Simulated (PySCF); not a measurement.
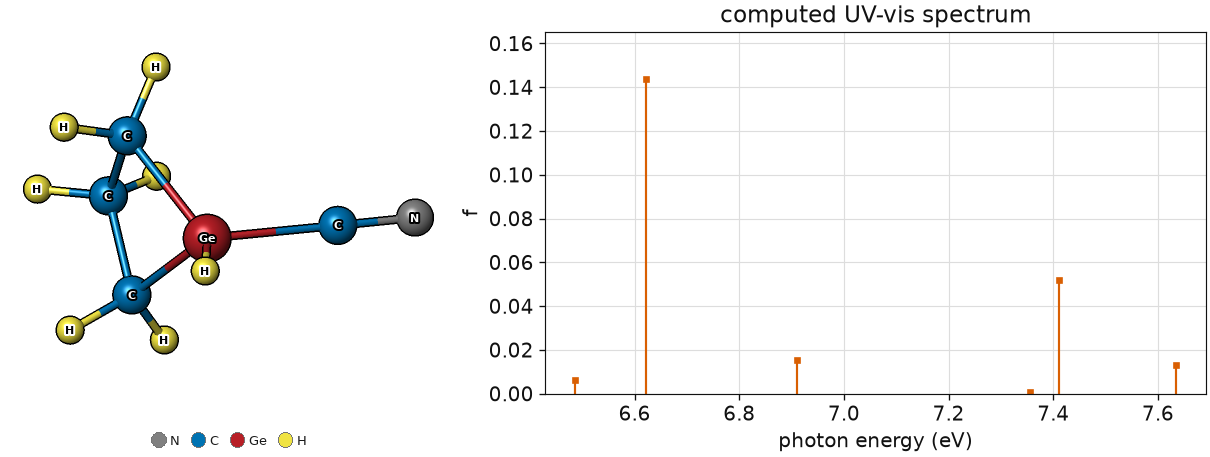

Computed absorption of C₄H₇GeN, SMILES N#[C][GeH]1[CH2]C[CH2]1, singlet. Vertical TDDFT excitations, PBE0/def2-SVPD with PySCF 2.14.0, at a GFN2-xTB geometry (no frequency check), gas phase. Only the first 6 singlet excitations are included.

> Does any vertical transition fall in the visible?

No singlet lies below 3.1 eV (beyond 400 nm), so at this level no vertical transition falls in the visible.

> Which of the computed transitions is the brightest, and what character does the calculation give it?

S2 at 6.62 eV (187 nm), f = 0.144, mainly HOMO → LUMO (89 %).

> Where is the lowest singlet, and is it bright?

S1 lies at 6.49 eV (191 nm) with f = 0.006, mainly HOMO−1 → LUMO (93 %); it is weak.

Note: the tight-binding geometry is rougher than a DFT one and adds to the error; one conformer of a flexible molecule; core orbitals are frozen in the response.
